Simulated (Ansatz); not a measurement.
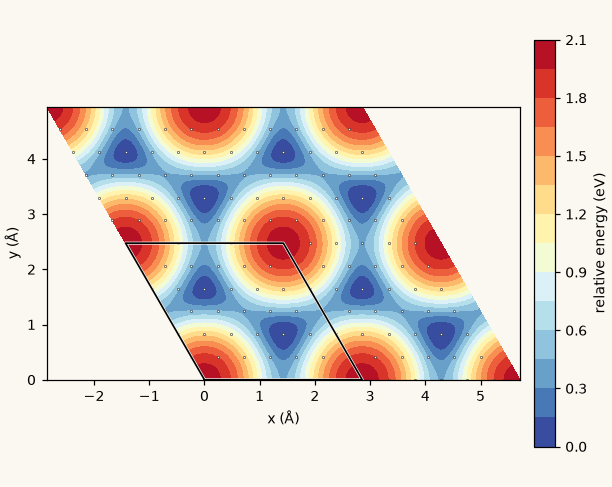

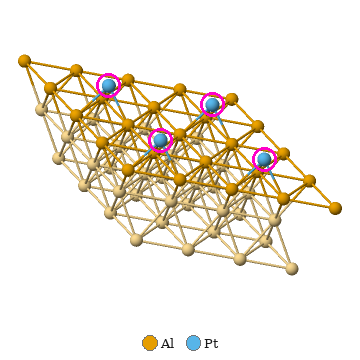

Energy landscape of Pt on an Al(111) slab cut from the Fm-3m phase, its upper half relaxed before the scan (12 atoms of substrate and one adsorbate in a 2 × 2 cell). Pt is moved over the surface cell; relaxed at each place: the height of the adsorbate's atoms; substrate rigid; the origin of the map has the adsorbate above Al9. Places are given modulo a cell vector. The map is drawn in real space over the plane of the surface. The scan uses a 6 × 6 grid; 10 points were computed and 26 follow by symmetry. Places are given in fractions of the 1 × 1 surface cell. All energies are given in eV relative to the lowest grid point. The calculation used DFT PBE, scalar-relativistic, plane waves, PAW (Ansatz 0.2.0). Settings: cutoff 420 eV, k-mesh 6×6×1, gaussian smearing 0.1 eV, no spin polarisation.

In the figure: filled contours, dots at the grid points, the outline of one cell of the 2 × 2 shown. Between grid points the surface is interpolated. The second picture is the structure at the lowest point; rings mark the moved atoms.

### What does the map say about the system?

The lowest grid point is at a threefold hollow over a third-layer Al atom, (4/6, 2/6) of the cell vectors. There is a further well near a threefold hollow over a second-layer Al atom, (2/6, 4/6) of the cell vectors (0.038 eV above the lowest at that grid point). The highest grid point, the top site over a surface Al atom, (0/6, 0/6) of the cell vectors, lies 2.04 eV above the lowest. On the interpolated surface the easiest way out of the lowest well to the well at a threefold hollow over a second-layer Al atom, (2/6, 4/6) of the cell vectors passes a barrier of about 0.43 eV. At the lowest point the adsorbate has 3 Al at 2.38 Å as nearest neighbours, at the highest 1 Al at 2.20 Å. Its relaxed height above the top atom is 1.72 Å at the lowest and 2.20 Å at the highest point.

Each point was launched as `ansatz run input.yaml --threads 1 --pin off --max-ram 3072MiB --backend cpu --events-out ev --progress --plain --runs-dir out`. The whole map (10 points run) took 24 min on 1 thread of Arm Neoverse N1, with other jobs on the host.

PAW datasets: the set soft_1.
